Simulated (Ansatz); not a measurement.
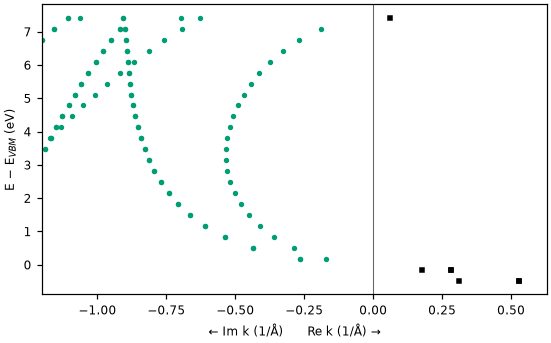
Complex bands at the centre of the two-dimensional zone; Ansatz (a quantum-chemistry and plane-wave program) with r2SCAN

The gap is the functional's own, uncorrected, and κ follows it; spin-orbit coupling is left out. Mid-gap values are interpolated between the computed energies.

Question: This is LiCl (Fm-3m, rock salt, 2 atoms a cell, 16.4 Å³ an atom) along the normal of (001). Read off the slowest decay at the centre of the two-dimensional zone at 3.79 eV, the computed energy nearest the middle of the gap.

Answer: κ ≈ 0.53 1/Å, a decay length 1/(2κ) of the density of 0.94 Å.
